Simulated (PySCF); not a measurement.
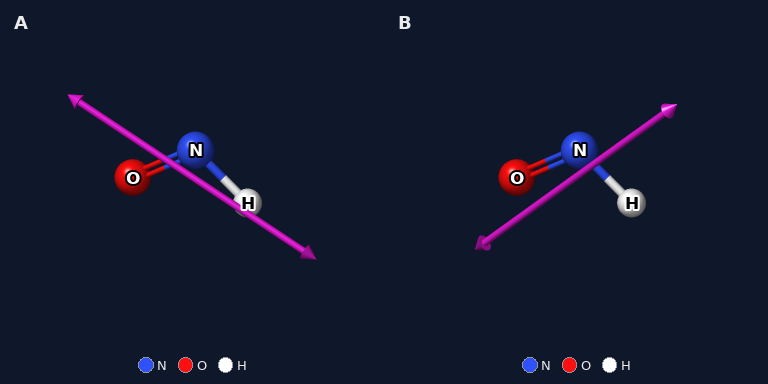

The double arrows show the directions of two transition dipoles from the ground state (lengths mean nothing). The geometry was computed by an optimisation with PBE0-D3(BJ)/def2-SVP. No frequency run is at hand to confirm it as a minimum. Properties computed with TDDFT BHandHLYP/def2-SVPD, vertical, gas phase, core orbitals frozen in the response (PySCF 2.14.0).

One belongs to singlet state 2 and one to singlet state 6. Which is which?

Answer. A: state 2, 7.18 eV (173 nm), oscillator strength 0.075, mainly HOMO → LUMO+1 (weight 0.97); polarised in the molecular plane.
B: state 6, 9.43 eV (131 nm), oscillator strength 0.11, mainly HOMO → LUMO+4 (weight 0.68); polarised in the molecular plane.
